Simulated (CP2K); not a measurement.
# SiH2O (oxosilane): AM1

Aim: the energy change on altering one bond length of SiH2O (oxosilane) at AM1, from 2 runs. 

Program for the calculation: CP2K 2026.2.

## Step 1: The molecule

The species is SiH2O (4 atoms), meant as a singlet with charge 0. As SMILES, `O=[SiH2]`. Geometry: relaxed at PBE0-D4/def2-TZVP.

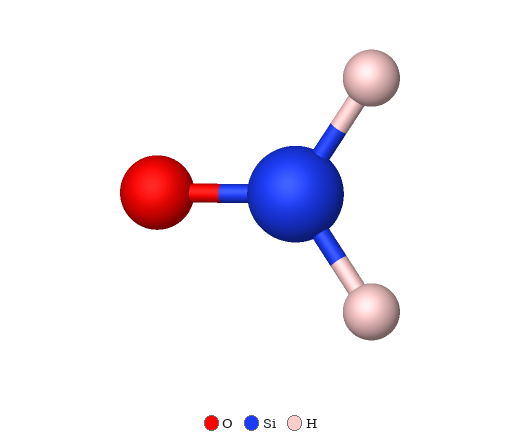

Viewed from a chosen angle; oxygen red, silicon blue, hydrogen pink.

## Step 2: Energy and forces at AM1

calc.inp

```
&GLOBAL
  PROJECT_NAME calc
  RUN_TYPE ENERGY_FORCE
  PRINT_LEVEL MEDIUM
&END GLOBAL

&FORCE_EVAL
  METHOD Quickstep
  &DFT
    CHARGE 0
    MULTIPLICITY 1
    &QS
      METHOD AM1
      EPS_DEFAULT 1.0E-10
      &SE
        &COULOMB
          CUTOFF [angstrom] 50
          RC_RANGE [angstrom] 0
        &END COULOMB
        &EXCHANGE
          CUTOFF [angstrom] 50
          RC_RANGE [angstrom] 0
        &END EXCHANGE
      &END SE
    &END QS
    &POISSON
      PERIODIC NONE
      POISSON_SOLVER ANALYTIC
    &END POISSON
    &SCF
      SCF_GUESS ATOMIC
      EPS_SCF 1.0E-07
      MAX_SCF 80
      ADDED_MOS 4
      &DIAGONALIZATION
        ALGORITHM STANDARD
      &END DIAGONALIZATION
      &MIXING
        METHOD DIRECT_P_MIXING
        ALPHA 0.4
      &END MIXING
    &END SCF
    &PRINT
      &MOMENTS
        PERIODIC F
        REFERENCE COM
        MAX_MOMENT 1
      &END MOMENTS
      &MO ON
        ENERGIES T
        OCCUPATION_NUMBERS T
        NDIGITS 6
        &EACH
          QS_SCF 0
        &END EACH
        ADD_LAST NUMERIC
      &END MO
      &HIRSHFELD OFF
      &END HIRSHFELD
    &END PRINT
  &END DFT
  &SUBSYS
    &CELL
      ABC [angstrom] 12.7 14.3 14.6
      PERIODIC NONE
    &END CELL
    &COORD
      UNIT bohr
      O     -0.5351704     0.7814018     2.7769525
      Si    -0.0126612     0.0185193     0.0659514
      H      0.8312905    -2.5435714    -0.7109150
      H     -0.2834589     1.7436503    -2.1321780
    &END COORD
    &TOPOLOGY
      &CENTER_COORDINATES
      &END CENTER_COORDINATES
    &END TOPOLOGY
  &END SUBSYS
  &PRINT
    &FORCES ON
    &END FORCES
  &END PRINT
&END FORCE_EVAL
```

Run with:

```bash
$ OMP_NUM_THREADS=1 cp2k.psmp -i calc.inp -o calc.out
```

Output:

```text
CP2K| version string:                                       CP2K version 2026.2
[...]
 GLOBAL| Method name                                                        CP2K
[...]
 GLOBAL| Run type                                                   ENERGY_FORCE
[...]
                             - Atoms:                                          4
[...]
                             - Spherical basis functions:                     10
[...]
 Number of electrons:                                                         12
[...]
     1 P_Mix/Diag. 0.40E+00    0.0     0.77325121       -13.6834532634 -1.37E+01
[...]
    21 DIIS/Diag.  0.53E-07    0.0     0.00000006       -15.8141614183  1.78E-15
  *** SCF run converged in    21 steps ***
  Core-core repulsion energy [eV]:                            314.97401301224994
  Core Hamiltonian energy [eV]:                              -701.12689975468459
  Two-electron integral energy [eV]:                          -88.34465995832512
  Electronic energy [eV]:                                    -745.29922973384714
  Total energy [eV]:                                         -430.32521672159726
  Atomic reference energy [eV]:                               429.69578612601964
  Heat of formation [kcal/mol]:                               -14.51501550620129
[...]
 SE_DIPOLE| Moment [Debye]         -0.48072145       0.70177478       2.49343214
 SE_DIPOLE| Derivative [a.u.]       0.00000000       0.00000000       0.00000000
 ENERGY| Total FORCE_EVAL ( QS ) energy [hartree]            -15.814161418251985
 FORCES| Atomic forces [hartree/bohr]
 FORCES|   Atom     x               y               z               |f|
 FORCES|      1 -1.65289045E-02  2.41345046E-02  8.57656866E-02   9.06169520E-02
 FORCES|      2  1.87166888E-02 -2.73183888E-02 -9.71715516E-02   1.02659238E-01
 FORCES|      3 -3.97168621E-03  1.26632604E-02  2.02411973E-03   1.34249587E-02
 FORCES|      4  1.78390190E-03 -9.47937626E-03  9.38174526E-03   1.34557803E-02
 FORCES| Sum    -4.16333634E-17  8.32667268E-17  8.32667268E-17
 FORCES| Total atomic force                                       1.24900090E-16
[...]
```

Run time: 1.1 s. Hardware: 1 thread of Intel Xeon Platinum 8488C (Sapphire Rapids), shared host; peak memory 0.19 GiB.

## Step 3: The distorted shape

mol.inp

```
&GLOBAL
   PROJECT mol
   RUN_TYPE ENERGY_FORCE
   PRINT_LEVEL MEDIUM
&END GLOBAL

&FORCE_EVAL
   METHOD Quickstep
   &DFT
      CHARGE 0
      MULTIPLICITY 1
      &QS
         METHOD AM1
         EPS_DEFAULT 1.0E-10
         &SE
            &COULOMB
               CUTOFF [angstrom] 50
               RC_RANGE [angstrom] 0
            &END COULOMB
            &EXCHANGE
               CUTOFF [angstrom] 50
               RC_RANGE [angstrom] 0
            &END EXCHANGE
         &END SE
      &END QS
      &POISSON
         PERIODIC NONE
         POISSON_SOLVER ANALYTIC
      &END POISSON
      &SCF
         SCF_GUESS ATOMIC
         EPS_SCF 1.0E-07
         MAX_SCF 80
         ADDED_MOS 4
         &DIAGONALIZATION
            ALGORITHM STANDARD
         &END DIAGONALIZATION
         &MIXING
            METHOD DIRECT_P_MIXING
            ALPHA 0.4
         &END MIXING
      &END SCF
      &PRINT
         &MOMENTS
            PERIODIC F
            REFERENCE COM
            MAX_MOMENT 1
         &END MOMENTS
         &MO ON
            ENERGIES T
            OCCUPATION_NUMBERS T
            NDIGITS 6
            &EACH
               QS_SCF 0
            &END EACH
            ADD_LAST NUMERIC
         &END MO
         &HIRSHFELD OFF
         &END HIRSHFELD
      &END PRINT
   &END DFT
   &SUBSYS
      &CELL
         ABC [angstrom] 12.7 15.2 15.8
         PERIODIC NONE
      &END CELL
      &COORD
         UNIT bohr
         O     -0.2643670    -0.9437689     4.9751330
         Si     0.2581423    -1.7066513     2.2641319
         H      1.1020939    -4.2687420     1.4872655
         H     -0.2834589     1.7436503    -2.1321780
      &END COORD
      &TOPOLOGY
         &CENTER_COORDINATES
         &END CENTER_COORDINATES
      &END TOPOLOGY
   &END SUBSYS
   &PRINT
      &FORCES ON
      &END FORCES
   &END PRINT
&END FORCE_EVAL
```

Run with:

```bash
$ OMP_NUM_THREADS=1 cp2k.psmp -i mol.inp -o mol.out
```

Output:

```text
CP2K| version string:                                       CP2K version 2026.2
[...]
 GLOBAL| Method name                                                        CP2K
[...]
 GLOBAL| Run type                                                   ENERGY_FORCE
[...]
                             - Atoms:                                          4
[...]
                             - Spherical basis functions:                     10
[...]
 Number of electrons:                                                         12
[...]
     1 P_Mix/Diag. 0.40E+00    0.0     0.77726565       -13.7451081878 -1.37E+01
[...]
    22 DIIS/Diag.  0.75E-07    0.0     0.00000008       -15.6485207806 -5.33E-14
  *** SCF run converged in    22 steps ***
  Core-core repulsion energy [eV]:                            290.57975598505845
  Core Hamiltonian energy [eV]:                              -699.59732417120290
  Two-electron integral energy [eV]:                          -33.60067512569670
  Electronic energy [eV]:                                    -716.39766173405121
  Total energy [eV]:                                         -425.81790574899281
  Atomic reference energy [eV]:                               429.69578612601964
  Heat of formation [kcal/mol]:                                89.42605300601880
[...]
 SE_DIPOLE| Moment [Debye]         -0.51948583       1.05499733       1.89112781
 SE_DIPOLE| Derivative [a.u.]       0.00000000       0.00000000       0.00000000
 ENERGY| Total FORCE_EVAL ( QS ) energy [hartree]            -15.648520780628989
 FORCES| Atomic forces [hartree/bohr]
 FORCES|   Atom     x               y               z               |f|
 FORCES|      1 -1.64093818E-02  2.72404495E-02  7.62551300E-02   8.26205468E-02
 FORCES|      2  1.63271767E-02 -1.50631652E-02 -1.08517317E-01   1.10767702E-01
 FORCES|      3 -4.10667838E-03  1.45027484E-02 -1.72775261E-03   1.51716726E-02
 FORCES|      4  4.18888346E-03 -2.66800327E-02  3.39899397E-02   4.34129807E-02
 FORCES| Sum    -1.73472348E-18 -1.24900090E-16  2.77555756E-17
 FORCES| Total atomic force                                       1.27958641E-16
[...]
```

Wall time 1.1 s (1 thread of Intel Xeon Platinum 8488C (Sapphire Rapids), shared host); peak memory 0.19 GiB.

## Step 4: Results

At AM1:

```
                                                          quantity           value
                                         first shape: total energy    -15.81416 Eh
                                        first shape: dipole moment          2.63 D
                                          first shape: HOMO energy       -10.71 eV
                                          first shape: LUMO energy        -0.50 eV
                                        first shape: HOMO–LUMO gap        10.21 eV
            first shape: heat of formation at this unrelaxed shape  -14.5 kcal/mol
                             first shape: largest force on an atom      5.279 eV/Å
                                     distorted shape: total energy    -15.64852 Eh
                                    distorted shape: dipole moment          2.23 D
                                      distorted shape: HOMO energy        -7.92 eV
                                      distorted shape: LUMO energy        -1.85 eV
                                    distorted shape: HOMO–LUMO gap         6.07 eV
        distorted shape: heat of formation at this unrelaxed shape   89.4 kcal/mol
                         distorted shape: largest force on an atom      5.696 eV/Å
energy change with the Si2–H4 bond stretched from 1.486 to 2.971 Å        4.507 eV
```

One bond (distorted shape) is far stretched, which a spin-restricted single reference describes badly. With the Si2–H4 bond stretched from 1.486 to 2.971 Å the energy rises by 4.51 eV (104 kcal/mol). The first shape isn't relaxed at this level, so the change isn't measured from a minimum. A restricted reference can't describe the breaking bond well at this length. The largest force (first shape) is 5.28 eV/Å: the shape isn't a stationary point for this species at this level.
